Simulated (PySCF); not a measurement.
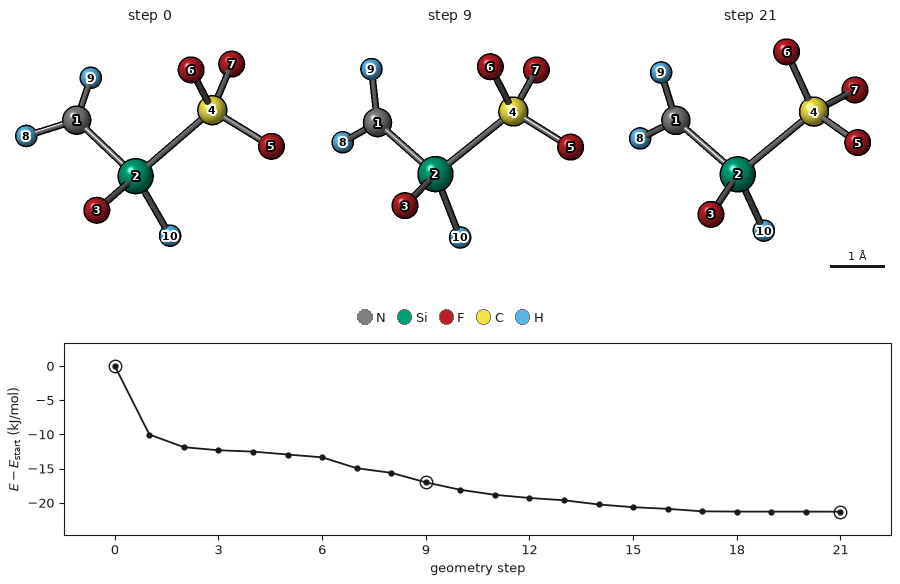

Frames of a relaxation of CH$_{3}$F$_{4}$NSi, marked on the history of the run. A ball-and-stick model, seen at a tilt.

The start comes from GFN2-xTB. Its atoms were then displaced at random by about 0.01 Å.

These are results of PySCF, PBE0-D3(BJ)/def2-SVP geometry optimisation, gas phase, not measurements. 

Question: What happens along the run?

Answer: The largest move after the best rigid fit is that of H9, 1.10 Å. By element the largest moves are H 1.10 Å, F 0.66 Å, C 0.07 Å, Si 0.05 Å, N 0.05 Å. Among the contacts that change: Si2–C4 1.979 → 1.923 Å, Si2–H10 1.440 → 1.479 Å, Si2–F3 1.598 → 1.625 Å, N1–Si2 1.669 → 1.694 Å. Among the angles between lasting bonds that change: N1–Si2–H10 124.6° → 111.2°, N1–Si2–F3 107.1° → 115.5°, C4–Si2–H10 107.7° → 112.3°. Groups turn about Si2–C4 by about 35°. After 21 geometry steps the energy has fallen by 21.3 kJ/mol. From step 0 to 9: H9 moves most (0.75 Å), energy −17.0 kJ/mol. From step 9 to 21: F atoms move most (0.51 Å), energy −4.28 kJ/mol.

```csv
step,"E − E(0), kJ/mol"
0,0.00
1,-10.01
2,-11.86
3,-12.31
4,-12.51
5,-12.93
6,-13.34
7,-14.94
8,-15.61
9,-17.00
10,-18.09
11,-18.83
12,-19.28
13,-19.62
14,-20.23
15,-20.63
16,-20.88
17,-21.24
18,-21.28
19,-21.28
20,-21.28
21,-21.29
```
